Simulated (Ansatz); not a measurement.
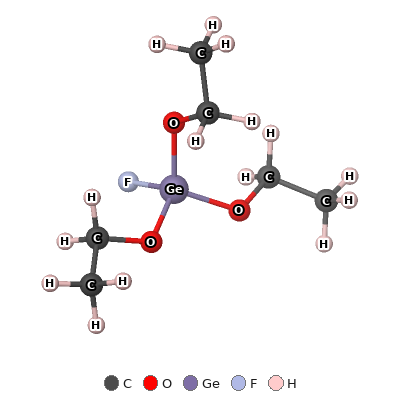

Geometry used (C₆H₁₅FGeO₃, SMILES CC[O][Ge]([F])([O]CC)[O]CC, singlet).

Kohn-Sham orbital energies near the frontier, PBE0/def2-TZVPP in the Ansatz code 0.2.0, at a PBE0-D4/def2-TZVP geometry (no frequency check), isolated molecule; empty levels in grey, levels within 0.03 eV side by side.

### Where do the frontier orbitals lie?

HOMO at −8.24 eV, LUMO at 0.11 eV, 8.35 eV apart.

### How far below the HOMO does the next level lie?

0.07 eV.

### List the levels.

```
orbital  energy (eV)
 LUMO+2         1.31
 LUMO+1         1.10
   LUMO         0.11
   HOMO        −8.24
 HOMO−1        −8.31
 HOMO−2        −8.41
 HOMO−3        −8.90
 HOMO−4        −9.19
 HOMO−5        −9.71
 HOMO−6       −10.41
 HOMO−7       −10.55
 HOMO−8       −10.61
```

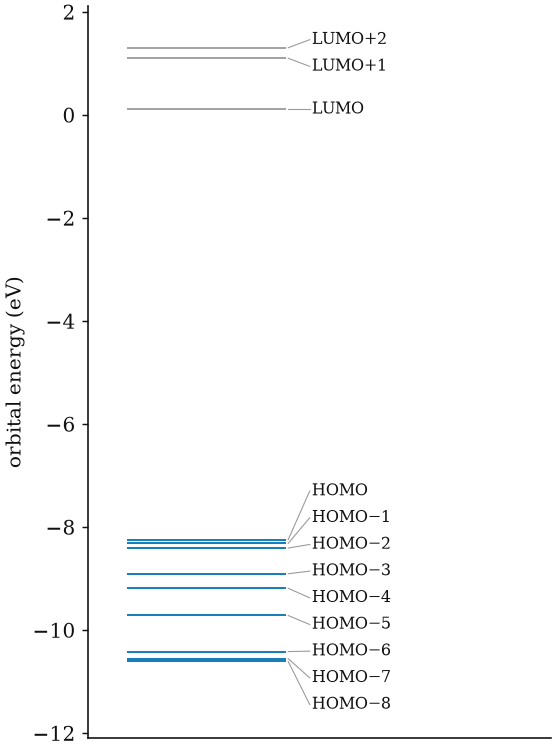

Known limits of this run: no scalar relativity up to krypton; one conformer of a flexible molecule; empty levels above zero depend strongly on the basis.
